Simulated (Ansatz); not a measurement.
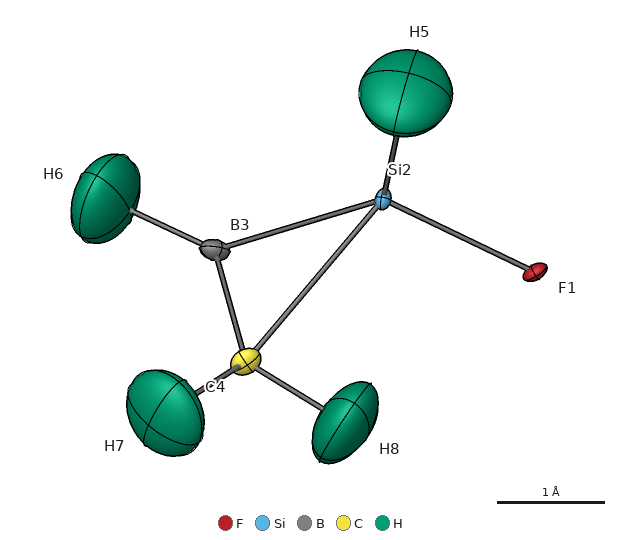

Displacement ellipsoids at the 50 % level, enlarged 2 times, from the internal vibrations of the free molecule (harmonic, no overall translation or rotation; no half-axis is drawn under 0.075 Å). Vibrations computed with RKS PBE0-D4/def2-TZVP (Ansatz 0.2.0). Temperature: 100 K.

Question: Which atom moves most?

Answer: H6, with U_eq = 0.0196 Å².

Question: Does H8 move more along its bond or across it?

Answer: Across it: the root-mean-square amplitude is 0.080 Å along the bond and up to 0.171 Å across, since bending and torsion are softer than stretching.

Give the displacement parameters, one line for each set of equivalent atoms.

```csv
atom,U_eq (Å²),rms amplitudes (Å)
F1,0.0011,"0.024, 0.031, 0.041"
Si2,0.00077,"0.020, 0.028, 0.034"
B3,0.0017,"0.032, 0.041, 0.050"
C4,0.0016,"0.027, 0.041, 0.049"
H5,0.0186,"0.090, 0.141, 0.166"
H6,0.0196,"0.087, 0.141, 0.176"
H7,0.0161,"0.082, 0.140, 0.149"
H8,0.0182,"0.080, 0.138, 0.171"
```
